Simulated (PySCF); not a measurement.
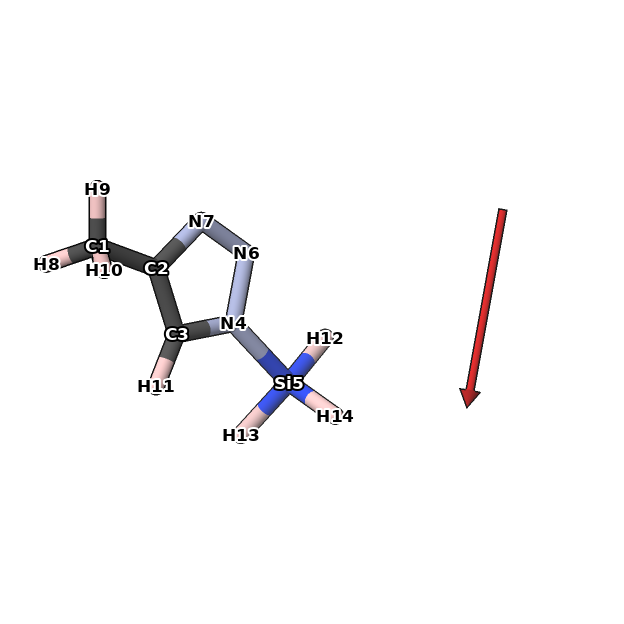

The arrow beside the molecule shows the direction of the dipole moment, from the negative to the positive end (its length means nothing). Computed geometry: GFN2-xTB optimisation. No frequency run is at hand to confirm it as a minimum. Method: PBE0/pcSseg-1, gas phase (PySCF 2.14.0).

Estimate the dipole moment.

Answer. 4.13 D; it points from the side of H9 to the side of H13 (the outermost atoms at the two ends).

The geometry is semi-empirical. Around Si such bond lengths and angles can be off by a tenth of an ångström or more and by several degrees, and values that hang on the shape move with them.
